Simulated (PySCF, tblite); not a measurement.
# C6H5F: geometry, infrared bands, NMR shifts and spin-spin couplings

Aim: predict the infrared bands, NMR shifts and spin-spin couplings of C6H5F (`C#C[C@@H](F)C#CC`).

Computed with tblite 0.8.0 and PySCF 2.14.0, with density-fitted response routines of our own, on a single molecule in the gas phase. Atoms are numbered from 0 throughout.

## (1) The molecule as given

12 atoms, charge 0, multiplicity 1; geometry from: force field or distance geometry start.

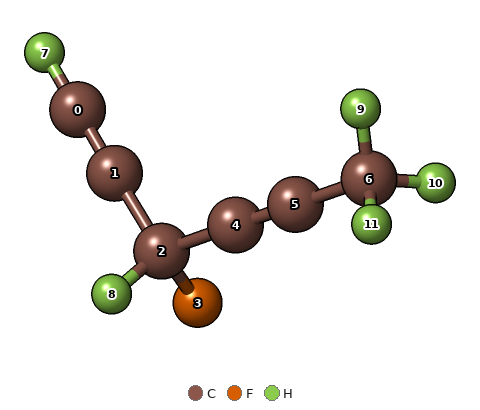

The starting geometry (carbon brown, fluorine orange, hydrogen green), atoms numbered; sticks join atoms by distance.

## (2) Geometry optimisation with GFN2-xTB

Job settings and geometry (Å):

```
{"job": {"kind": "relax", "xc": "GFN2-xTB", "basis": "xTB"}, "charge": 0, "multiplicity": 1}
C      1.845500     2.342000    -0.896600
C      1.312500     1.268300    -0.981900
C      0.695000    -0.062500    -1.066500
F      1.678400    -0.977600    -1.197200
C     -0.125600    -0.420000     0.108800
C     -0.793300    -0.716800     1.055900
C     -1.588400    -1.077500     2.223600
H      2.309200     3.305200    -0.819300
H      0.084900    -0.123400    -1.978300
H     -1.912900    -0.189200     2.777900
H     -1.016200    -1.711800     2.910800
H     -2.487800    -1.637700     1.930000
```

Launch:

```sh
> OMP_NUM_THREADS=1 python probes_run.py task.json out
```

One launch serves the whole session: the jobs run in the order shown.

Output:

```text
step      E/eV     max force
  0    -543.66552    1.380
  1    -543.69252    2.073
  2    -543.71022    1.070
  3    -543.72328    0.309
  4    -543.72941    0.251
  5    -543.73412    0.992
  6    -543.73877    0.522
  7    -543.74113    0.118
  8    -543.74200    0.083
  9    -543.74301    0.141
 10    -543.74359    0.105
 11    -543.74394    0.044
 12    -543.74411    0.044
 13    -543.74427    0.061
 14    -543.74443    0.061
 15    -543.74459    0.043
 16    -543.74475    0.042
 17    -543.74494    0.057
 18    -543.74516    0.058
 19    -543.74542    0.055
 20    -543.74565    0.044
 21    -543.74583    0.035
 22    -543.74593    0.030
 23    -543.74601    0.023
 24    -543.74608    0.029
 25    -543.74618    0.031
 26    -543.74630    0.033
 27    -543.74646    0.039
 28    -543.74661    0.032
 29    -543.74674    0.038
 30    -543.74687    0.043
 31    -543.74703    0.044
 32    -543.74724    0.044
 33    -543.74747    0.043
 34    -543.74767    0.034
 35    -543.74783    0.036
 36    -543.74799    0.040
 37    -543.74815    0.031
 38    -543.74826    0.026
 39    -543.74833    0.022
 40    -543.74837    0.020
 41    -543.74843    0.020
 42    -543.74851    0.028
 43    -543.74858    0.024
 44    -543.74863    0.012
 45    -543.74865    0.014
 46    -543.74867    0.011
 47    -543.74868    0.009
```

Wall time 0.36 s (1 thread of Arm Neoverse N1, shared host).

Along the way: (not every step is listed)

| step | energy from step 0 (eV) | largest force (eV/Å) |
| --- | --- | --- |
| 0 | 0.0000 | 1.3800 |
| 1 | -0.0270 | 2.0730 |
| 2 | -0.0447 | 1.0701 |
| 3 | -0.0578 | 0.3093 |
| 4 | -0.0639 | 0.2512 |
| 5 | -0.0686 | 0.9923 |
| 6 | -0.0733 | 0.5217 |
| 7 | -0.0756 | 0.1184 |
| 8 | -0.0765 | 0.0828 |
| 11 | -0.0784 | 0.0437 |
| 14 | -0.0789 | 0.0606 |
| 17 | -0.0794 | 0.0571 |
| 20 | -0.0801 | 0.0441 |
| 23 | -0.0805 | 0.0231 |
| 26 | -0.0808 | 0.0328 |
| 29 | -0.0812 | 0.0382 |
| 32 | -0.0817 | 0.0440 |
| 35 | -0.0823 | 0.0360 |
| 38 | -0.0827 | 0.0258 |
| 41 | -0.0829 | 0.0197 |
| 42 | -0.0830 | 0.0282 |
| 43 | -0.0831 | 0.0240 |
| 44 | -0.0831 | 0.0122 |
| 45 | -0.0831 | 0.0141 |
| 46 | -0.0831 | 0.0107 |
| 47 | -0.0832 | 0.0091 |

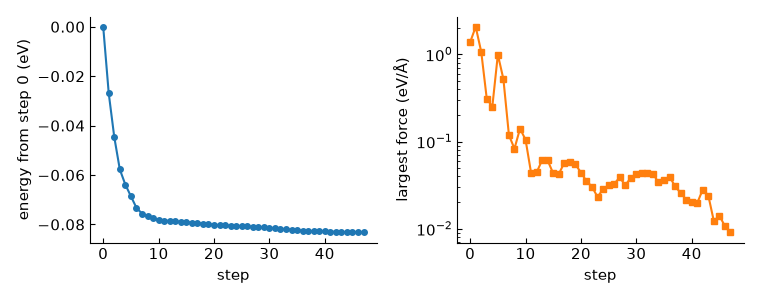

Energy and largest force along the relaxation.

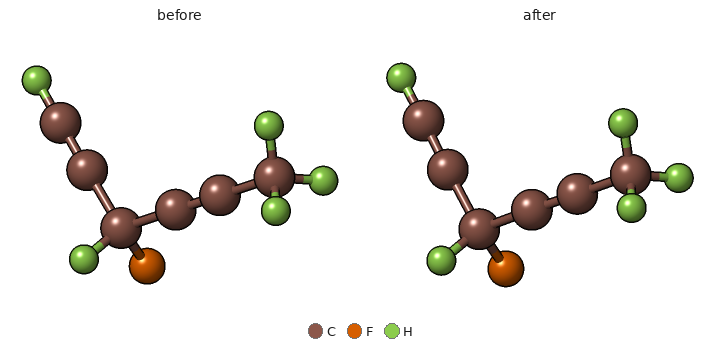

Before and after, at one scale.

Close pairs (by a distance rule), those that changed most:

| bond | before (Å) | after (Å) | change (Å) |
| --- | --- | --- | --- |
| C2–F3 | 1.350 | 1.392 | +0.043 |
| C0–H7 | 1.072 | 1.049 | -0.023 |
| C2–C4 | 1.477 | 1.456 | -0.021 |
| C5–C6 | 1.458 | 1.443 | -0.015 |
| C1–C2 | 1.470 | 1.456 | -0.013 |
| C6–H11 | 1.100 | 1.090 | -0.010 |
| C6–H10 | 1.096 | 1.089 | -0.007 |
| C6–H9 | 1.096 | 1.090 | -0.007 |

The final coordinates are the input of the step that follows.

## (3) Harmonic vibrations with GFN2-xTB

Job settings and geometry (Å):

```
{"job": {"kind": "ir", "xc": "GFN2-xTB", "basis": "xTB"}, "charge": 0, "multiplicity": 1}
C      1.775033     2.303771    -0.799957
C      1.267545     1.230212    -0.944223
C      0.687697    -0.097388    -1.091509
F      1.698773    -1.044023    -1.234081
C     -0.138023    -0.414111     0.065130
C     -0.766791    -0.700876     1.044646
C     -1.554893    -1.031480     2.207870
H      2.202729     3.254688    -0.685454
H      0.093517    -0.152384    -2.018818
H     -1.847327    -0.119801     2.727891
H     -0.966718    -1.651811     2.883185
H     -2.450342    -1.577482     1.912402
```

Output:

```text
mode    cm-1     km/mol
  1      27.6      0.08
  2      78.4      0.75
  3     131.3      2.14
  4     175.4      0.75
  5     233.5      3.05
  6     282.0      1.30
  7     288.6      0.23
  8     445.7      5.99
  9     470.4      6.68
 10     541.0      5.03
 11     642.7     15.29
 12     677.0     11.88
 13     800.7     24.74
 14     931.7     99.99
 15    1000.4     53.71
 16    1023.1      3.52
 17    1026.3      4.79
 18    1173.9     10.94
 19    1232.8     10.34
 20    1248.4      3.01
 21    1386.7      3.93
 22    1448.2      6.74
 23    1448.8      6.79
 24    2285.4      0.72
 25    2406.8     41.26
 26    2836.2     28.58
 27    3007.7     19.15
 28    3009.7     17.64
 29    3015.3     18.36
 30    3397.9      6.77
```

Run time: 0.44 s. Hardware: 1 thread of Arm Neoverse N1, shared host.

The strongest bands and the atoms that carry them (share of the mass-weighted mode):

| cm⁻¹ | km/mol | atoms |
| --- | --- | --- |
| 801 | 24.7 | C2 50 %, C6 18 % |
| 932 | 100.0 | C2 52 %, F3 23 % |
| 1000 | 53.7 | C2 44 %, H8 13 %, C0 11 % |
| 2407 | 41.3 | C5 50 %, C4 48 % |
| 2836 | 28.6 | H8 93 % |
| 3008 | 19.1 | H11 68 %, H9 22 % |
| 3010 | 17.6 | H9 51 %, H10 31 % |
| 3015 | 18.4 | H10 60 %, H9 21 %, H11 16 % |

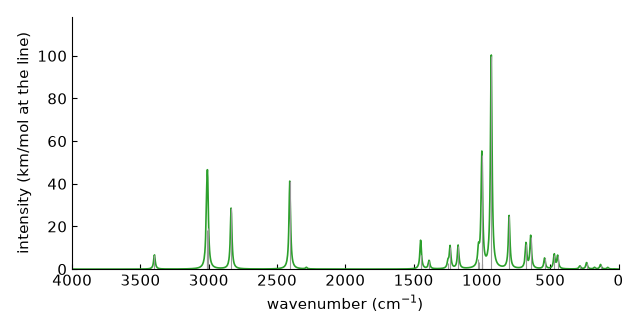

The infrared spectrum from these modes, unscaled. Lines are broadened to a width of 14 cm⁻¹ (Lorentzian).

## (4) Nuclear shieldings: PBE0/pcSseg-1

Same as in step 3 but for these lines:

```diff
@@ -1,2 +1,2 @@
-{"job": {"kind": "ir", "xc": "GFN2-xTB", "basis": "xTB"}, "charge": 0, "multiplicity": 1}
+{"job": {"kind": "nmr", "xc": "PBE0", "basis": "pcSseg-1"}, "charge": 0, "multiplicity": 1}
 C      1.775033     2.303771    -0.799957
```

Level: GIAO PBE0/pcSseg-1 NMR shielding, non-relativistic, gas phase.

Output:

```text
coarse grid: 10704 points
cycle   1  E = -330.7934396260  dE =  1.024e+00  |g| = 6.184e-01  |ddm| = 3.700e+00
cycle   2  E = -330.7577988621  dE =  3.564e-02  |g| = 8.009e-01  |ddm| = 1.638e+00
cycle   3  E = -330.8639753072  dE = -1.062e-01  |g| = 1.644e-01  |ddm| = 9.744e-01
cycle   4  E = -330.8688457723  dE = -4.870e-03  |g| = 8.007e-02  |ddm| = 1.891e-01
cycle   5  E = -330.8702849813  dE = -1.439e-03  |g| = 2.247e-02  |ddm| = 6.646e-02
cycle   6  E = -330.8703890999  dE = -1.041e-04  |g| = 3.858e-03  |ddm| = 2.749e-02
cycle   7  E = -330.8703921069  dE = -3.007e-06  |g| = 1.200e-03  |ddm| = 4.525e-03
final grid: 105712 points
cycle   8  E = -330.9210961189  dE = -2.917e-05  |g| = 6.715e-03  |ddm| = 4.714e-02
cycle   9  E = -330.9210882644  dE =  7.855e-06  |g| = 9.415e-03  |ddm| = 1.689e-02
cycle  10  E = -330.9211058925  dE = -1.763e-05  |g| = 1.733e-03  |ddm| = 9.346e-03
cycle  11  E = -330.9211065538  dE = -6.612e-07  |g| = 4.358e-04  |ddm| = 1.467e-03
cycle  12  E = -330.9211065926  dE = -3.881e-08  |g| = 1.542e-04  |ddm| = 4.854e-04
cycle  13  E = -330.9211065962  dE = -3.689e-09  |g| = 7.258e-05  |ddm| = 1.521e-04
cycle  14  E = -330.9211065974  dE = -1.161e-09  |g| = 1.812e-05  |ddm| = 6.218e-05
cycle  15  E = -330.9211065975  dE = -7.662e-11  |g| = 3.768e-06  |ddm| = 1.743e-05
converged SCF energy = -330.9211065975

GIAO shielding tensors (ppm)
atom      isotropic    diamagn.    paramagn.     s11        s22        s33       span
  0 C      103.237     256.281    -153.044     35.556     44.085    230.070    194.515
  1 C      103.617     267.237    -163.620      2.247      8.507    300.096    297.848
  2 C      113.829     234.464    -120.636     86.373     93.578    161.535     75.162
  3 F      362.725     470.049    -107.324    295.460    383.344    409.373    113.913
  4 C      106.648     265.161    -158.513     16.208     23.369    280.366    264.158
  5 C       92.975     264.434    -171.459     12.787     22.733    243.404    230.616
  6 C      182.155     253.215     -71.060    174.905    175.041    196.519     21.613
  7 H       29.551      33.713      -4.163     25.008     25.199     38.444     13.436
  8 H       25.900      25.359       0.541     23.622     24.284     29.793      6.171
  9 H       29.603      29.380       0.223     24.529     27.983     36.297     11.768
 10 H       29.573      27.888       1.686     24.556     27.821     36.343     11.787
 11 H       29.625      27.953       1.672     24.480     27.732     36.664     12.184
```

Wall time 28 s (1 thread of Arm Neoverse N1, shared host); peak memory 0.69 GiB.

The references, computed at this level on geometries of the same kind, shield at (ppm): ¹H TMS 31.72, ¹³C TMS 186.9, ¹⁹F CFCl3 170.9. Their shielding less the atom's gives the shift. The references are single molecules in the gas phase, so shifts against H2O, NH3, PH3, H3PO4 or CFCl3 are not on the usual liquid scales and can be off by tens of ppm. Atoms listed in one row are averaged.

| atoms | environment | σ (ppm) | δ (ppm) | δ scaled to CDCl3 |
| --- | --- | --- | --- | --- |
| C5 | alkyne carbon | 93.0 | 94.0 | 89.8 |
| C0 | terminal alkyne carbon | 103.2 | 83.7 | 79.8 |
| C1 | alkyne carbon | 103.6 | 83.3 | 79.4 |
| C4 | alkyne carbon | 106.6 | 80.3 | 76.4 |
| C2 | propargylic sp3 CH bonded to F | 113.8 | 73.1 | 69.4 |
| C6 | propargylic methyl carbon | 182.2 | 4.8 | 2.7 |
| H8 | hydrogen on a propargylic sp3 CH bonded to F | 25.90 | 5.82 | 5.59 |
| H7 | hydrogen on a terminal alkyne carbon | 29.55 | 2.17 | 2.15 |
| H9, H10, H11 | hydrogen on a propargylic methyl carbon | 29.60 | 2.12 | 2.10 |
| F3 | fluorine on an sp3 carbon | 362.7 | -191.8 | – |

The scaled column applies a straight-line fit of computed shieldings to shifts measured in CDCl3, and one for carbons that bear F (root-mean-square error 0.16 ppm for H, 1.9 ppm for C).

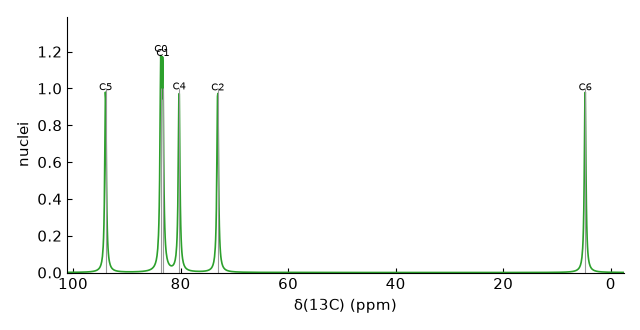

¹³C lines at the computed shifts, without couplings. Lines are broadened to a width of 0.36 ppm (Lorentzian).

Charges from the same density, by scheme (e):

| atoms | Mulliken | IAO | Hirshfeld | ESP fit |
| --- | --- | --- | --- | --- |
| C0 | -0.30 | -0.20 | -0.09 | -0.39 |
| C1 | 0.18 | -0.03 | -0.05 | -0.03 |
| C2 | 0.22 | 0.16 | 0.09 | 0.39 |
| F3 | -0.32 | -0.31 | -0.12 | -0.23 |
| C4 | -0.06 | -0.09 | -0.08 | -0.34 |
| C5 | -0.20 | 0.00 | -0.03 | 0.19 |
| C6 | -0.18 | -0.44 | -0.09 | -0.57 |

Mulliken charges:

| atom | value (e) |
| --- | --- |
| C0 | -0.30 |
| C1 | 0.18 |
| C2 | 0.22 |
| F3 | -0.32 |
| C4 | -0.06 |
| C5 | -0.20 |
| C6 | -0.18 |
| H7 | 0.05 |
| H8 | 0.16 |
| H9 | 0.15 |
| H10 | 0.16 |
| H11 | 0.15 |

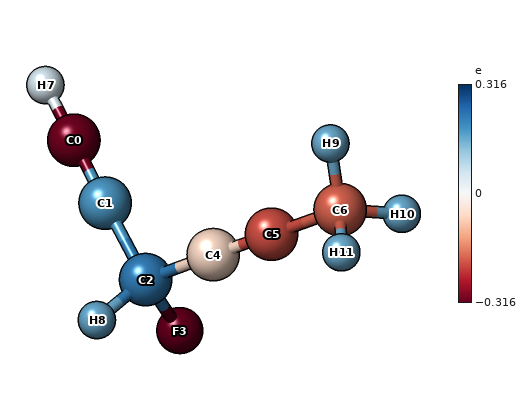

Mulliken charges, as colours on the atoms.

Mayer bond orders: C0–C1 2.57, C1–C2 1.02, C2–F3 0.92, C2–C4 1.07, C4–C5 2.57, C5–C6 1.21.

## (5) Spin-spin couplings: B3LYP/pcJ-1

Same as in step 4 but for these lines:

```diff
@@ -1,2 +1,2 @@
-{"job": {"kind": "nmr", "xc": "PBE0", "basis": "pcSseg-1"}, "charge": 0, "multiplicity": 1}
+{"job": {"kind": "j", "xc": "B3LYP", "basis": "pcJ-1"}, "charge": 0, "multiplicity": 1}
 C      1.775033     2.303771    -0.799957
```

Method: B3LYP/pcJ-1 indirect spin-spin coupling, non-relativistic, gas phase.

Output:

```text
coarse grid: 10704 points
cycle   1  E = -331.2051883671  dE =  9.460e-01  |g| = 6.741e-01  |ddm| = 3.414e+00
cycle   2  E = -331.1474550199  dE =  5.773e-02  |g| = 9.186e-01  |ddm| = 1.506e+00
cycle   3  E = -331.2838118714  dE = -1.364e-01  |g| = 1.964e-01  |ddm| = 9.265e-01
cycle   4  E = -331.2901208279  dE = -6.309e-03  |g| = 1.046e-01  |ddm| = 2.026e-01
cycle   5  E = -331.2925324522  dE = -2.412e-03  |g| = 3.162e-02  |ddm| = 7.769e-02
cycle   6  E = -331.2927352213  dE = -2.028e-04  |g| = 4.877e-03  |ddm| = 3.004e-02
cycle   7  E = -331.2927399357  dE = -4.714e-06  |g| = 1.356e-03  |ddm| = 5.087e-03
final grid: 105712 points
cycle   8  E = -331.3550848902  dE = -1.268e-04  |g| = 6.624e-03  |ddm| = 2.623e-02
cycle   9  E = -331.3550745224  dE =  1.037e-05  |g| = 9.917e-03  |ddm| = 1.307e-02
cycle  10  E = -331.3550922551  dE = -1.773e-05  |g| = 1.651e-03  |ddm| = 8.464e-03
cycle  11  E = -331.3550926870  dE = -4.319e-07  |g| = 9.223e-04  |ddm| = 1.526e-03
cycle  12  E = -331.3550928670  dE = -1.800e-07  |g| = 2.832e-04  |ddm| = 7.465e-04
cycle  13  E = -331.3550928830  dE = -1.597e-08  |g| = 6.738e-05  |ddm| = 2.237e-04
cycle  14  E = -331.3550928839  dE = -9.201e-10  |g| = 2.326e-05  |ddm| = 5.584e-05
converged SCF energy = -331.3550928839

Indirect spin-spin couplings (Hz)
  i      j    bonds     total        FC       PSO       DSO        SD
  0 C    1 C    1    203.629   195.154     8.363     0.112         -
  0 C    2 C    2     15.508    15.544     0.078    -0.114         -
  0 C    3 F    3      6.940     8.439    -0.967    -0.305    -0.228
  0 C    4 C    3      2.307     2.389    -0.035    -0.048         -
  0 C    5 C    4      0.872     0.574     0.347    -0.049         -
  0 C    7 H    1    267.110   268.041    -1.348     0.417         -
  0 C    8 H    3      4.142     3.672     0.902    -0.431         -
  0 C    9 H    6      0.413     0.445     0.027    -0.059         -
  0 C   11 H    6      0.190     0.198     0.166    -0.173         -
  1 C    2 C    1     89.264    90.666    -1.690     0.287         -
  1 C    3 F    2     25.841    27.394    -1.612     0.013     0.046
  1 C    4 C    2     -4.404    -4.455    -0.011     0.063         -
  1 C    5 C    3      2.330     2.357     0.008    -0.036         -
  1 C    6 C    4     -0.939    -0.940     0.031    -0.030         -
  1 C    7 H    2     51.982    47.122     6.054    -1.194         -
  1 C    8 H    2     -9.401    -9.307    -0.050    -0.044         -
  1 C    9 H    5      2.799     2.800     0.044    -0.045         -
  1 C   10 H    5      0.333     0.336     0.117    -0.120         -
  1 C   11 H    5      3.160     3.163     0.156    -0.159         -
  2 C    3 F    1   -227.018  -279.402    28.225     0.834    23.325
  2 C    4 C    1     91.391    92.829    -1.733     0.295         -
  2 C    5 C    2     15.598    15.583     0.107    -0.093         -
  2 C    6 C    3      1.247     1.236     0.066    -0.054         -
  2 C    7 H    3      3.498     3.532     0.403    -0.437         -
  2 C    8 H    1    164.371   163.669    -0.498     1.199         -
  2 C    9 H    4     -1.647    -1.628     0.155    -0.173         -
  2 C   10 H    4     -0.882    -0.851     0.150    -0.181         -
  2 C   11 H    4     -1.926    -1.913     0.158    -0.171         -
  3 F    4 C    2     25.158    25.556    -0.638     0.024     0.215
  3 F    5 C    3      7.591     8.980    -1.221    -0.244     0.077
  3 F    6 C    4     -3.254    -3.144     0.028    -0.170     0.032
  3 F    7 H    4     -5.213    -6.270     1.624    -1.228     0.661
  3 F    8 H    2     54.574    51.429     8.371    -0.976    -4.249
  3 F    9 H    5      8.787     8.589     0.812    -0.801     0.187
  3 F   10 H    5     14.411    14.445     0.403    -0.351    -0.086
  3 F   11 H    5      1.505     1.414     0.690    -0.629     0.030
  4 C    5 C    1    205.262   196.936     8.154     0.172         -
  4 C    6 C    2     12.285    12.589    -0.171    -0.132         -
  4 C    7 H    4     -2.195    -2.157     0.203    -0.241         -
  4 C    8 H    2    -10.027    -9.902    -0.092    -0.032         -
  4 C    9 H    3      5.048     4.759     0.665    -0.376         -
  4 C   10 H    3      5.418     5.106     0.698    -0.385         -
  4 C   11 H    3      5.006     4.718     0.664    -0.376         -
  5 C    6 C    1     72.904    74.539    -1.808     0.173         -
  5 C    7 H    5     -0.171    -0.205     0.232    -0.197         -
  5 C    8 H    3      4.156     3.656     0.870    -0.371         -
  5 C    9 H    2    -11.626   -11.491     0.053    -0.187         -
  5 C   10 H    2    -11.651   -11.521     0.050    -0.181         -
  5 C   11 H    2    -11.585   -11.426     0.036    -0.195         -
  6 C    8 H    4     -1.377    -1.374     0.223    -0.226         -
  6 C    9 H    1    137.711   135.973     1.175     0.563         -
  6 C   10 H    1    137.270   135.533     1.174     0.563         -
  6 C   11 H    1    138.352   136.623     1.168     0.561         -
  7 H    8 H    4     -3.227    -3.192     1.522    -1.557         -
  7 H    9 H    7     -0.253    -0.199     0.234    -0.288         -
  8 H    9 H    5      0.931     1.003     0.753    -0.825         -
  8 H   10 H    5      2.743     2.823     0.918    -0.998         -
  8 H   11 H    5      5.465     5.532     0.413    -0.479         -
  9 H   10 H    2    -17.782   -17.844     3.011    -2.948         -
  9 H   11 H    2    -16.682   -16.742     3.024    -2.965         -
 10 H   11 H    2    -17.178   -17.239     3.018    -2.957         -
```

Wall time 69 s (1 thread of Arm Neoverse N1, shared host); peak memory 0.94 GiB.

A choice of the couplings up to four bonds, sorted by the number of bonds, with means over like pairs; isotopes 13C, 19F, 1H:

| pair | bonds | J (Hz) | Fermi contact (Hz) |
| --- | --- | --- | --- |
| C0–H7 | 1 | 267.1 | 268.0 |
| C2–F3 | 1 | -227.0 | -279.4 |
| C4–C5 | 1 | 205.3 | 196.9 |
| C0–C1 | 1 | 203.6 | 195.2 |
| C2–H8 | 1 | 164.4 | 163.7 |
| C6–H9 | 1 | 137.8 | 136.0 |
| C2–C4 | 1 | 91.4 | 92.8 |
| C1–C2 | 1 | 89.3 | 90.7 |
| C5–C6 | 1 | 72.9 | 74.5 |
| F3–H8 | 2 | 54.6 | 51.4 |
| C1–H7 | 2 | 52.0 | 47.1 |
| C1–F3 | 2 | 25.8 | 27.4 |
| F3–C4 | 2 | 25.2 | 25.6 |
| H9–H10 | 2 | -17.2 | -17.3 |
| C2–C5 | 2 | 15.6 | 15.6 |
| C0–C2 | 2 | 15.5 | 15.5 |
| C4–C6 | 2 | 12.3 | 12.6 |
| C5–H9 | 2 | -11.6 | -11.5 |
| F3–C5 | 3 | 7.6 | 9.0 |
| C0–F3 | 3 | 6.9 | 8.4 |
| C4–H9 | 3 | 5.2 | 4.9 |
| C5–H8 | 3 | 4.2 | 3.7 |
| C0–H8 | 3 | 4.1 | 3.7 |
| C2–H7 | 3 | 3.5 | 3.5 |
| C1–C5 | 3 | 2.3 | 2.4 |
| C0–C4 | 3 | 2.3 | 2.4 |
| C2–C6 | 3 | 1.2 | 1.2 |
| F3–H7 | 4 | -5.2 | -6.3 |
| F3–C6 | 4 | -3.3 | -3.1 |
| H7–H8 | 4 | -3.2 | -3.2 |
| C4–H7 | 4 | -2.2 | -2.2 |
| C2–H9 | 4 | -1.5 | -1.5 |
| C6–H8 | 4 | -1.4 | -1.4 |

The spin-dipole term was solved for some atoms only; pairs without it lack that part.

Joined with the shifts from before (PBE0/pcSseg-1, scaled to CDCl3), the couplings predict the line list below for 400 MHz. H–H couplings in it are scaled by factors fitted to measured ones, so they differ from the table.

¹H NMR δ 5.59 (d of quint, J = 54.6, 3.1 Hz, 1H), 2.15 (dd, J = 5.2, 3.2 Hz, 1H), 2.10 (dd, J = 8.2, 3.0 Hz, 3H).

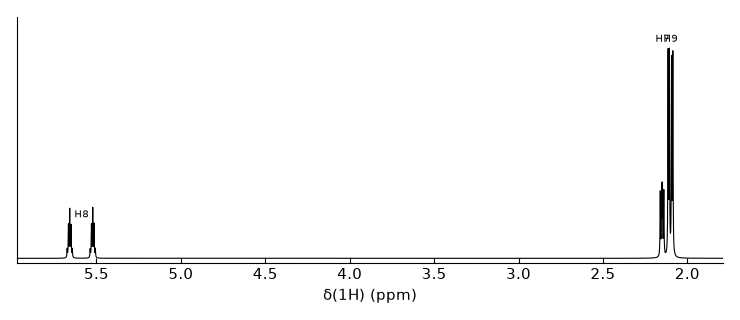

Simulated proton spectrum at 400 MHz, by exact diagonalisation of each spin system; lines 1.2 Hz wide, exchangeable protons uncoupled.

## (6) Results

```
                                                              quantity                                  value
                             strongest single infrared mode (GFN2-xTB)                   932 cm⁻¹, 100 km/mol
                                          zero-point energy (GFN2-xTB)                          52.4 kcal/mol
                                ¹³C shifts against TMS (PBE0/pcSseg-1)  94.0, 83.7, 83.3, 80.3, 73.1, 4.8 ppm
¹H shifts against TMS (PBE0/pcSseg-1, means over atoms taken as alike)                   5.82, 2.17, 2.12 ppm
                              ¹⁹F shifts against CFCl3 (PBE0/pcSseg-1)                             -191.8 ppm
                           largest coupling of the table (B3LYP/pcJ-1)                ¹J(C,H) C0–H7, 267.1 Hz
```

**Reading.** The optimisation took 47 steps and gained 0.083 eV; among the close pairs (by a distance rule), C2–F3 changed most, from 1.350 to 1.392 Å. All 30 modes are real, so the xTB geometry is a minimum. The strongest single mode, at 932 cm⁻¹, moves mainly C2. GFN2-xTB is a fitted tight-binding method: band positions and strengths are rough. Its intensities can rank the bands wrongly. The most deshielded hydrogen is H8 (hydrogen on a propargylic sp3 CH bonded to F), at 5.82 ppm: its carbon carries F, hence the downfield position. At PBE0/pcSseg-1: The largest span, 298 ppm, is at C1, where the paramagnetic term is -164 ppm. Of the pairs tabulated at B3LYP/pcJ-1, C0–H7 couples most strongly (267.1 Hz; Fermi contact 268.0 Hz).
